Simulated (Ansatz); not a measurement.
**H$_{6}$OSi$_{2}$···H$_{3}$Si (doublet): density, localisation and related maps**

Input file:

```
crystal:
  periodic: [false, false, false]
  atoms:
    - {symbol: H, position_ang: [0.776179, -1.932577, 0.684438]}
    - {symbol: Si, position_ang: [1.311838, -0.663500, 1.247203]}
    - {symbol: O, position_ang: [0.098919, 0.388505, 1.557958]}
    - {symbol: Si, position_ang: [-0.956645, 1.429699, 0.868022]}
    - {symbol: Si, position_ang: [-0.327094, -0.716964, -2.010922]}
    - {symbol: H, position_ang: [2.281911, -0.078604, 0.284242]}
    - {symbol: H, position_ang: [1.996545, -0.951803, 2.531513]}
    - {symbol: H, position_ang: [-2.068004, 0.692173, 0.208345]}
    - {symbol: H, position_ang: [-1.512708, 2.285325, 1.945113]}
    - {symbol: H, position_ang: [-0.273141, 2.279589, -0.142420]}
    - {symbol: H, position_ang: [-0.898582, 0.336907, -2.888198]}
    - {symbol: H, position_ang: [-1.332152, -1.760646, -1.687318]}
    - {symbol: H, position_ang: [0.902835, -1.308106, -2.598077]}
basis:
  gaussian: {orbitals: def2-TZVPP}
magnetization: {spin_polarized: true, initial_magnetization: 1}
hamiltonian: {xc: pbe0, dispersion: d4}
output: {orbitals: {seedname: orbitals}}
```

Launched as:

```sh
ansatz run in.yaml --threads 4 --pin off --events-out ev --progress --plain --max-ram 46080MiB --backend cpu
```

The reactant side of a reaction path; geometry: PBE0-D4/def2-TZVP.

Theory: Ansatz, UKS PBE0-D4/def2-TZVPP.

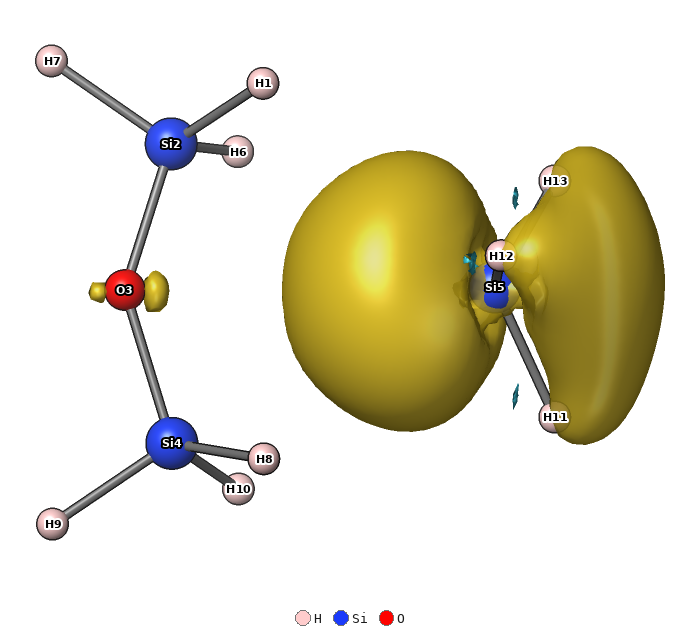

Figure 1. Isosurfaces of the spin density (α minus β) at +0.015 (yellow) and −0.015 e/Å³ (cyan), seen at a tilt.

> Which atoms carry the spin?

The unpaired spin (1 electron) lies mostly on Si5 (about 0.7), in electrons by Hirshfeld's partition.

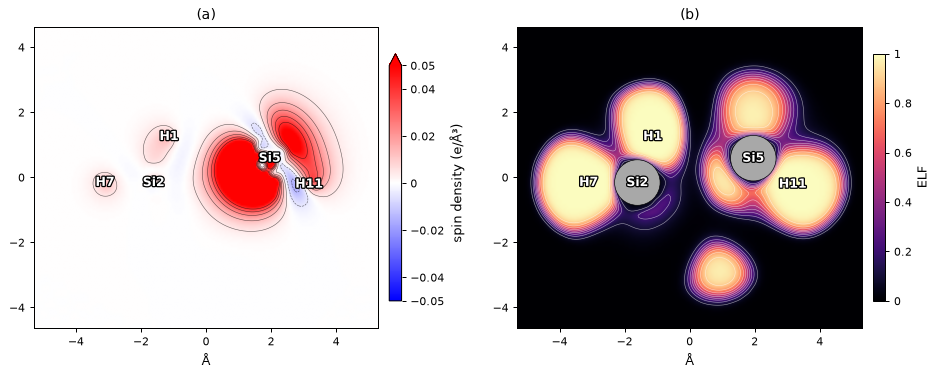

Figure 2. (a) spin density (α minus β); (b) electron localisation function on the plane of atoms H1, Si2 and H7. Grey discs cover the atomic cores in the ELF map.

> Interpret the plot.

The section cuts through H and Si sites.
Si2···Si5 (3.65 Å): the ELF dips to about 0.05 between them.
Si–H (1.48 Å): the ELF climbs to about 1 towards the hydrogen, as it does in any bond to H.

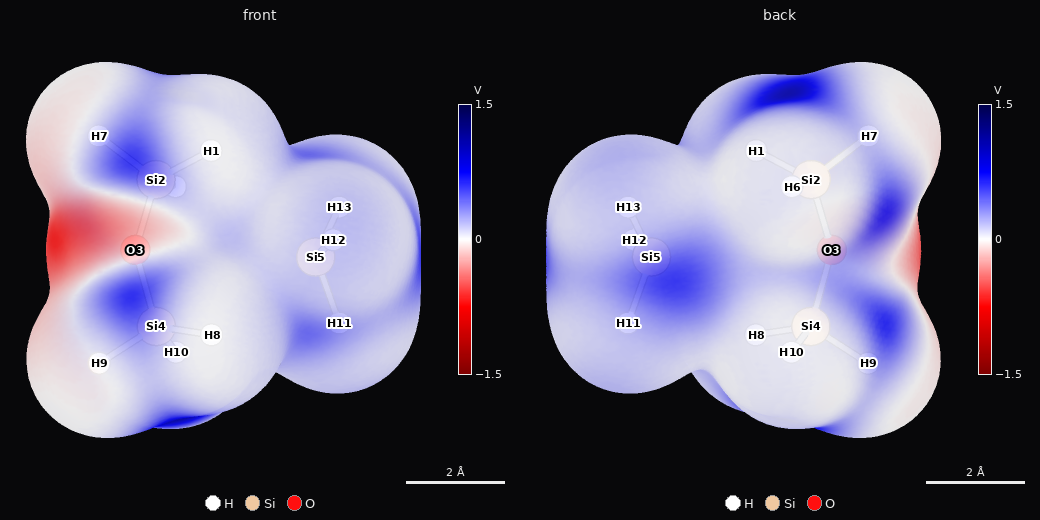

Figure 3. The molecular electrostatic potential painted on the density surface at 0.001 e/bohr³, seen from the front and from behind; red is negative and blue positive.

> Where is the surface potential most negative and most positive?

The most negative region (about −0.6 V) lies over O3, the most positive (about +1.0 V) over Si2 and Si4.
